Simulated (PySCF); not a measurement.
SMILES CC(C)(C)[SiH2][SiH2][Si](F)(F)F (C4H13F3Si3), singlet at its GFN2-xTB optimised geometry (Å):

```
23

C     -0.1178     1.3288     3.2505
C      1.2413     0.6290     3.2625
C      1.0472    -0.8293     3.6798
C      2.1425     1.3224     4.2848
Si     2.0536     0.7129     1.5189
Si     1.0225    -0.7148     0.0000
Si    -1.2583    -0.7148     0.0000
F     -2.0459    -1.4282    -1.1852
F     -1.9501    -1.3794     1.2752
F     -1.9280     0.7333     0.0000
H     -0.5674     1.2996     4.2429
H     -0.8090     0.8478     2.5611
H     -0.0158     2.3723     2.9589
H      0.3566    -1.3420     3.0110
H      0.6357    -0.8841     4.6875
H      1.9945    -1.3659     3.6743
H      2.3060     2.3635     4.0145
H      3.1110     0.8306     4.3455
H      1.6870     1.2974     5.2747
H      2.0459     2.1197     1.0851
H      3.4712     0.3411     1.6647
H      1.4304    -2.1197     0.1871
H      1.4375    -0.4065    -1.3796
```

Method: PySCF with B3LYP/def2-SVP.

Map of the electron localisation function on the plane z = 0.8 Å:

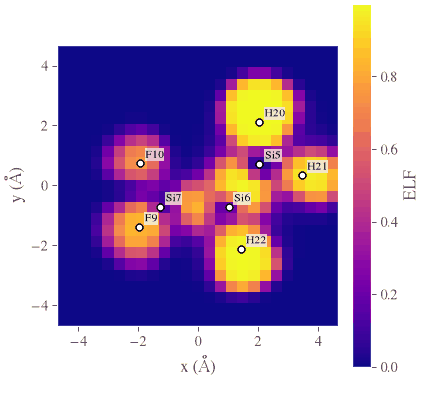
Figure. Electron localisation function on the plane z = 0.8 Å.
